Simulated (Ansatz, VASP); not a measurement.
**Ba2HgN2 in two plane-wave programs**

One calculation is typed for both programs; each brings its own data sets and cutoff. How far apart do they land? The cell is invented: As first built, before any earlier steps moved the atoms: it takes the Ba2CaN2 structure with some of its atoms replaced by other elements, volume scaled by an estimate. It may not be a known or stable phase. The cell comes out of the VASP series on this material, whose earlier steps may have relaxed, scaled or displaced it; both programs get it as it stands.

Program: Ansatz 0.2.0. Level of theory: plane waves, with VASP 6.6.1 beside it; relaxation of cell and atoms at LDA. Results are calculated unless marked as measured.

### Step 1. Starting point

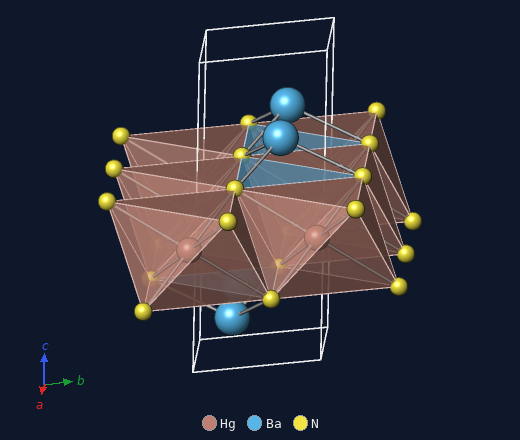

Start, viewed slightly off an axis; mercury pink, barium blue, nitrogen yellow. 2×1×1 cells are drawn. Some periodic images of atoms are drawn too.

Structure file:

```cif
data_structure
_symmetry_space_group_name_H-M 'P-3m1'
_symmetry_Int_Tables_number 164
_cell_length_a 3.9973
_cell_length_b 3.9973
_cell_length_c 8.8439
_cell_angle_alpha 90.000
_cell_angle_beta 90.000
_cell_angle_gamma 120.000
_cell_volume 122.38
loop_
_atom_site_label
_atom_site_type_symbol
_atom_site_symmetry_multiplicity
_atom_site_Wyckoff_symbol
_atom_site_fract_x
_atom_site_fract_y
_atom_site_fract_z
_atom_site_occupancy
Hg1 Hg 1 b 0.00000 0.00000 0.50000 1
Ba1 Ba 2 d 0.66667 0.33333 0.23381 1
N1 N 2 d 0.66667 0.33333 0.64926 1
```

### Step 2. Ansatz: relaxation of cell and atoms, LDA

Ansatz runs on its default PAW (the set named soft_2) files.

The relaxed volume is the usual yardstick between codes: its relative difference is about their pressure difference at one cell divided by the bulk modulus.

Input file input.yaml:

```yaml
crystal:
  lattice:
    - [3.9972855878, -1.6e-08, 0.0]
    - [-1.9986433241, 3.4617511353, 0.0]
    - [0.0, 0.0, 8.8438752393]
  atoms:
    - { symbol: Hg, position: [0.0, 0.0, 0.5] }
    - { symbol: Ba, position: [0.66666667, 0.33333333, 0.23380546] }
    - { symbol: Ba, position: [0.33333333, 0.66666667, 0.76619454] }
    - { symbol: "N", position: [0.66666667, 0.33333333, 0.649259522] }
    - { symbol: "N", position: [0.33333333, 0.66666667, 0.350740478] }
hamiltonian:
  xc: lda
  pseudopotentials: { kind: paw }
kpoints:
  mp_grid: { grid: [4, 4, 2] }
scf:
  occupations: { method: gaussian, width: 0.05 }
relax:
  f_tol: 0.01
  max_steps: 60
  cell: { stress_tol: 0.05 }
output:
  forces: true
  stress: true
```

On the command line:

```sh
> ansatz run input.yaml --threads 4 --pin off --max-ram 9216MiB --backend cpu --events-out ev --progress --plain --runs-dir out
```

Numbers of over 12 decimals in the logs are rounded to 6 here.

Output:

```text
Warning: the atoms were moved onto the symmetric positions of the space group found under crystal.symmetry.tolerance 1.0e-5 (fractional; no operation is sought that the atoms, as they stand in a round, miss by more than twice it, and no atom is moved by as much as it), and the run uses the moved positions. Before a round's move an operation carried an atom to 4.00e-8 Å from where it should land, the largest such dist [...]
Engine: ansatz 0.2.0, aarch64-unknown-linux-gnu
Pseudopotentials: kind: paw
Pseudopotential: Hg, paw, valence charge 20, recommended cutoff 420 eV (normal), Hg.paw.azcp
Pseudopotential: Ba, paw, valence charge 10, recommended cutoff 420 eV (normal), Ba.paw.azcp
Pseudopotential: N, paw, valence charge 5, recommended cutoff 420 eV (normal), N.paw.azcp
Functional definition: SPW92
  exchange = slater_x
  correlation = pw_c
Crystal: 5 atoms, lattice volume = 122.378 Å³
Basis set: ecut = 420 eV, 2417 PW (Γ)
Bands: 30, of which v1, the nominal top of the filled ones, is band 25 counted from 1 (24 counted from 0)
Symmetry: 12 space group operations
Space group: P-3m1 (ITA 164), of the structure as read, at distance tolerance 5.0e-5 Å
k-points: 8 of 32
Non-local potential: Hg, projectors of the file, l = 0: 3, l = 1: 2, l = 2: 2, l = 3: 1
Non-local potential: Ba, projectors of the file, l = 0: 3, l = 1: 2, l = 2: 2, l = 3: 2
Non-local potential: N, projectors of the file, l = 0: 2, l = 1: 2, l = 2: 1
PAW form: soft (Blöchl's): semilocal exchange-correlation on the pseudo side does not see the compensation charge
PAW frozen core: Hg, regenerated for the run's functional, and the local potential with it (the file was generated under x = pbe(κ = 0.804, μ = 0.219515), c = pbe(β = 0.066725))
PAW frozen core: Ba, regenerated for the run's functional, and the local potential with it (the file was generated under x = pbe(κ = 0.804, μ = 0.219515), c = pbe(β = 0.066725))
PAW frozen core: N, regenerated for the run's functional, and the local potential with it (the file was generated under x = pbe(κ = 0.804, μ = 0.219515), c = pbe(β = 0.066725))
PAW one-centre angular grid: Hg, 590 points (default); XC on 64 Gauss nodes
PAW one-centre angular grid: Ba, 194 points (default); XC on 64 Gauss nodes
PAW one-centre angular grid: N, 110 points (default); XC on 64 Gauss nodes
Initial density: superposition of atomic densities (neutral atoms: chi_scale 0, normalization atom), corrected by the library's trained network
Initial wavefunctions: pseudopotential atomic-orbital guess
Functional: x = slater, c = lda
SCF iter   1: F=—  HF=-25828.842794 eV  |F-HF|=—  |Δ(HF+E_count)|=         —  Δρ=8.72e-3  dr2=1.39e-1  ethr=1.77e-3  ⟨swp⟩=7.4  Hψ=1208  notcnv=0
preconditioner: auto → LDOS  [insulator: Δε(μ)=0.074 eV  Ē_g=9.500 eV  σ=0.050 eV  W_gap=0.59  n_scr=36 (ndim 8)  ℏωp=20.7 eV  f_vac=0.054  D(μ)=2.44/eV (n_scr^D=10)  ε∞_Penn≈5.7  β→1.0]
SCF iter   2: F=—  HF=-25828.829598 eV  |F-HF|=—  |Δ(HF+E_count)|=   1.32e-2  Δρ=6.38e-3  dr2=6.19e-2  ethr=2.78e-4  ⟨swp⟩=3.2  Hψ=542  notcnv=0  defer=5
SCF iter   3: F=—  HF=-25828.813010 eV  |F-HF|=—  |Δ(HF+E_count)|=   1.66e-2  Δρ=1.48e-3  dr2=4.01e-3  ethr=1.24e-4  ⟨swp⟩=2.9  Hψ=452  notcnv=0  defer=5
SCF iter   4: F=—  HF=-25828.812184 eV  |F-HF|=—  |Δ(HF+E_count)|=   8.25e-4  Δρ=5.95e-4  dr2=7.42e-4  ethr=8.02e-6  ⟨swp⟩=2.0  Hψ=415  notcnv=0  defer=5
SCF iter   5: F=—  HF=-25828.812079 eV  |F-HF|=—  |Δ(HF+E_count)|=   1.05e-4  Δρ=1.25e-4  dr2=1.19e-5  ethr=1.48e-6  ⟨swp⟩=2.0  Hψ=333  notcnv=0  defer=5
SCF iter   6: F=—  HF=-25828.812056 eV  |F-HF|=—  |Δ(HF+E_count)|=   2.40e-5  Δρ=2.82e-5  dr2=4.14e-7  ethr=2.37e-8  ⟨swp⟩=2.2  Hψ=426  notcnv=0  defer=5
SCF iter   7: F=-25828.812056 eV  HF=-25828.812056 eV  |F-HF|=7.61e-9  |Δ(HF+E_count)|=   8.17e-8  Δρ=5.68e-6  dr2=2.79e-8  ethr=2.00e-10  ⟨swp⟩=6.1  Hψ=922  notcnv=0
SCF 1 converged in 7 iterations: F = -25828.812056 eV  dr2 = 2.79e-8
  greatest PAW one-centre occupation: 1.000 electrons in one spin orbital (limit 2), on the Hg atom at site 0 (counted from 0), in its partial waves of l = 0
relax step   1: F+E_penalty+E_count = -25828.81205559 eV  Δ(F+E_penalty+E_count) = +0.000e0 eV  max|allowed force component| = 3.238e-1 eV/Å  Δτ_max = 0.0000 Å  P = -1.903 GPa  Ω = 122.378 Å³  (7 SCF iters, dr2 threshold 1.00e-7 eV, accepted)
[... from here on, the SCF cycles and remarks between the steps are left out ...]
relax step   2: F+E_penalty+E_count = -25828.63829987 eV  Δ(F+E_penalty+E_count) = +1.738e-1 eV  max|allowed force component| = 1.213e0 eV/Å  Δτ_max = 0.1721 Å  P = +5.396 GPa  Ω = 118.016 Å³  energy of the carried Pulay correction = +5.487e-3 eV  (8 SCF iters, dr2 threshold 5.00e-7 eV, rejected (line search))
relax step   3: F+E_penalty+E_count = -25828.84250466 eV  Δ(F+E_penalty+E_count) = -3.045e-2 eV  max|allowed force component| = 1.795e-2 eV/Å  Δτ_max = 0.0330 Å  P = -0.390 GPa  Ω = 119.366 Å³  energy of the carried Pulay correction = +3.767e-3 eV  (12 SCF iters, accepted)
relax step   4: F+E_penalty+E_count = -25828.84531167 eV  Δ(F+E_penalty+E_count) = -2.807e-3 eV  max|allowed force component| = 3.643e-2 eV/Å  Δτ_max = 0.0148 Å  P = -0.084 GPa  Ω = 118.199 Å³  energy of the carried Pulay correction = +5.252e-3 eV  (6 SCF iters, dr2 threshold 5.00e-7 eV, accepted)
relax step   5: F+E_penalty+E_count = -25828.84639626 eV  Δ(F+E_penalty+E_count) = -1.085e-3 eV  max|allowed force component| = 1.603e-2 eV/Å  Δτ_max = 0.0058 Å  P = +0.021 GPa  Ω = 117.656 Å³  energy of the carried Pulay correction = +5.949e-3 eV  (6 SCF iters, dr2 threshold 8.29e-8 eV, accepted)
relax step   6: F+E_penalty+E_count = -25828.84655496 eV  Δ(F+E_penalty+E_count) = -1.587e-4 eV  max|allowed force component| = 2.129e-3 eV/Å  Δτ_max = 0.0021 Å  P = +0.004 GPa  Ω = 117.589 Å³  energy of the carried Pulay correction = +6.035e-3 eV  (5 SCF iters, dr2 threshold 1.61e-8 eV, accepted)
relax step   7: F+E_penalty+E_count = -25828.84154474 eV  Δ(F+E_penalty+E_count) = +5.010e-3 eV  max|allowed force component| = 2.628e-3 eV/Å  Δτ_max = 0.0000 Å  P = -0.058 GPa  Ω = 117.589 Å³  stress off target by 6.75e-2 GPa  SCF on the basis re-selected at this cell (its energy is not comparable with the rows above)  (7 SCF iters)
relax step   8: F+E_penalty+E_count = -25828.84205916 eV  Δ(F+E_penalty+E_count) = -5.144e-4 eV  max|allowed force component| = 2.528e-4 eV/Å  Δτ_max = 0.0054 Å  P = -0.004 GPa  Ω = 117.242 Å³  energy of the carried Pulay correction = +4.450e-4 eV  (6 SCF iters, dr2 threshold 1.14e-8 eV, accepted)
relax step   9: F+E_penalty+E_count = -25828.84153819 eV  Δ(F+E_penalty+E_count) = +5.210e-4 eV  max|allowed force component| = 3.021e-4 eV/Å  Δτ_max = 0.0000 Å  P = -0.008 GPa  Ω = 117.242 Å³  stress off target by 1.08e-2 GPa  SCF on the basis re-selected at this cell (its energy is not comparable with the rows above)  (5 SCF iters)
basis re-selected at this cell: Δ(F+E_penalty+E_count) = +5.210e-4 eV, ΔP = -0.003 GPa vs the last step (what re-selecting the basis moved, of the pressure what is left beyond the Pulay correction that the steps carried, after the strain that the cell walked since its last selection, with what the two solves' SCF thresholds leave and, on support functions, any second-order correction that the steps lacked; it is no m [...]
SCF converged after 5 iterations
Free energy (F): -25828.841538 eV
Harris-Foulkes:  -25828.841538 eV  (|F-HF|=3.64e-12)
Internal energy: -25828.839003 eV  (E = F + TS)
E sigma→0 (E₀):  -25828.840271 eV
Entropy (-TS):   -0.002535 eV (-0.507 meV/atom)
Fermi energy:    9.814823 eV
--- Per-component energies (eV) ---
  E_band       = -496.031129
  E_kinetic    = 1199.578812
  E_local      = -6368.363355  (includes V_loc(G=0)·N_el)
  E_nonlocal   = 298.663767
  E_hartree    = 2811.714347
  E_xc         = -672.382041
  E_vxc        = -686.760383  (∫ρ·V_xc dr)
  E_paw        = -20005.419101  (= ΣΔE_a)
  E_vpaw       = -562.579605  (= ΣTr[D̂ρ^β])
  E_aug_tail   = 0.001056  (compensation charges beyond the density's cutoff)
  E_ewald      = -3093.933700
  E_core_change = 1.301212  (= ΣΔE_core)
  E_smearing   = -0.002535  (= −TS)
  E_closure    = -0.000000  (closes the sum)
  Σ components = -25828.841538   (vs F -25828.841538, Δ=0.00e0)
--- Forces (eV/Å), atoms counted from 1 ---
  atom   1  Hg     0.00000000     0.00000000     0.00000000
  atom   2  Ba    -0.00000000    -0.00000000    -0.00030211
  atom   3  Ba     0.00000000     0.00000000     0.00030211
  atom   4  N      0.00000000    -0.00000000     0.00020069
  atom   5  N     -0.00000000     0.00000000    -0.00020069
  max |Σ_I F_I| component: 6.94e-18 eV/Å
--- Stress (GPa, compression-positive) ---
       -0.006362      -0.000000      -0.000000
       -0.000000      -0.006362       0.000000
       -0.000000       0.000000      -0.010831
  P = ⅓ Tr σ = -0.0079 GPa (-0.079 kbar)
--- Relaxed structure (7 steps of the walk, 6 accepted, 2 SCFs on fresh bases) ---
  F+E_penalty+E_count = -25828.84153819 eV   max|allowed force component| = 3.021e-4 eV/Å   (the final SCF, on the basis selected at the relaxed cell)
  cell:  # Å, volume = 117.2416 Å³
    - [3.939672, 2.938143880704818e-7, 0]
    - [-1.969836, 3.411856, 0]
    - [0, 0, 8.722297]
  atoms:
    - { symbol: Hg, position: [0, 0, 0.5] }
    - { symbol: Ba, position: [0.666667, 0.333333, 0.229610] }
    - { symbol: Ba, position: [0.333333, 0.666667, 0.770390] }
    - { symbol: N, position: [0.666667, 0.333333, 0.653823] }
    - { symbol: N, position: [0.333333, 0.666667, 0.346177] }
```

Run time: 4.4 s. Hardware: 4 threads of Arm Neoverse V2, shared host; peak memory 0.42 GiB; 15 s of CPU time.

### Step 3. VASP: relaxation of cell and atoms, LDA

The same cell, functional (in two slightly different forms), mesh and smearing now go to VASP, with its own data sets and cutoff.

Lines of VASP's logs that name or quote its potential files are left out, and so is its time.

Input file INCAR:

```
SYSTEM = Ba2HgN2
PREC = Accurate
ENCUT = 520
EDIFF = 1E-06
NELM = 120
ISMEAR = 0
SIGMA = 0.05
LREAL = .FALSE.
ALGO = Normal
GGA = CA
NBANDS = 27
LORBIT = 11
LWAVE = .FALSE.
LCHARG = .FALSE.
IBRION = 2
NSW = 30
ISIF = 3
EDIFFG = -0.02
POTIM = 0.4
```

Input file POSCAR:

```
Ba2HgN2
1.0
    3.9972855878     -0.0000000160      0.0000000000
   -1.9986433241      3.4617511353      0.0000000000
    0.0000000000      0.0000000000      8.8438752393
Hg Ba N
1 2 2
Direct
    0.0000000000      0.0000000000      0.5000000000
    0.6666666700      0.3333333300      0.2338054600
    0.3333333300      0.6666666700      0.7661945400
    0.6666666700      0.3333333300      0.6492595220
    0.3333333300      0.6666666700      0.3507404780
```

Input file KPOINTS:

```
Automatic mesh
0
Gamma
4 4 2
0 0 0
```

The projector-augmented-wave data sets are Hg, Ba_sv and N (LDA family, release 64).

On the command line:

```sh
> export OMP_NUM_THREADS=5
> mpirun -np 1 vasp_std
```

Output:

```text
[banner, memory and clock lines left out]
running    1 mpi-ranks, on    1 nodes
 distrk:  each k-point on    1 cores,    1 groups
 distr:  one band on    1 cores,    1 groups
 Offloading initialized ...    1 GPUs detected
 POSCAR found type information on POSCAR HgBaN
 POSCAR found :  3 types and       5 ions
 LDA part: xc-table for (Slater(with rela. corr.)+CA(PZ))
 , standard interpolation
 POSCAR, INCAR and KPOINTS ok, starting setup
 FFT: planning ... GRIDC
 FFT: planning ... GRID_SOFT
 FFT: planning ... GRID
 WAVECAR not read
 entering main loop
       N       E                     dE             d eps       ncg     rms          rms(c)
DAV:   1     0.314193565265E+03    0.31419E+03   -0.20026E+04   432   0.141E+03
DAV:   2    -0.228598351127E+01   -0.31648E+03   -0.30394E+03   550   0.316E+02
DAV:   3    -0.307524703933E+02   -0.28466E+02   -0.28187E+02   594   0.899E+01
DAV:   4    -0.313375942080E+02   -0.58512E+00   -0.58425E+00   624   0.121E+01
DAV:   5    -0.313454913308E+02   -0.78971E-02   -0.78955E-02   565   0.131E+00    0.170E+01
DAV:   6    -0.242352081030E+02    0.71103E+01   -0.58142E+01   558   0.541E+01    0.132E+01
DAV:   7    -0.232473338060E+02    0.98787E+00   -0.10057E+01   532   0.152E+01    0.701E+00
DAV:   8    -0.228551721016E+02    0.39216E+00   -0.14778E+00   458   0.547E+00    0.243E+00
DAV:   9    -0.228244686928E+02    0.30703E-01   -0.17164E-01   541   0.163E+00    0.690E-01
DAV:  10    -0.228217350874E+02    0.27336E-02   -0.30094E-02   481   0.715E-01    0.324E-01
DAV:  11    -0.228213405925E+02    0.39449E-03   -0.34540E-03   544   0.298E-01    0.173E-01
DAV:  12    -0.228214459987E+02   -0.10541E-03   -0.59603E-04   511   0.944E-02    0.723E-02
DAV:  13    -0.228213143353E+02    0.13166E-03   -0.88049E-04   495   0.108E-01    0.129E-02
DAV:  14    -0.228213157465E+02   -0.14111E-05   -0.32709E-05   501   0.299E-02    0.122E-02
DAV:  15    -0.228213134712E+02    0.22753E-05   -0.10983E-05   511   0.128E-02    0.493E-03
DAV:  16    -0.228213132808E+02    0.19033E-06   -0.47085E-06   450   0.782E-03
   1 F= -.22821313E+02 E0= -.22819689E+02  d E =-.228213E+02
 curvature:   0.00 expect dE= 0.000E+00 dE for cont linesearch  0.000E+00
 trial: gam= 0.00000 g(F)=  0.222E-04 g(S)=  0.227E-04 ort = 0.000E+00 (trialstep = 0.100E+01)
 search vector abs. value=  0.449E-04
 reached required accuracy - stopping structural energy minimisation
```

(Continued in part 2 of 2.)

[Lines on the potential files, build, host, timing and source positions are cut from VASP's logs without a mark.]

[Logs are printed without paths, hosts, clocks, repeated set-up lines and the standing remarks that a program may print on its own settings, such as how far it seeks lower states.]

[Hosts, paths, dates, database ids (printed as entryN), source tags and the programs' standing remarks are cut or masked in the printed files.]
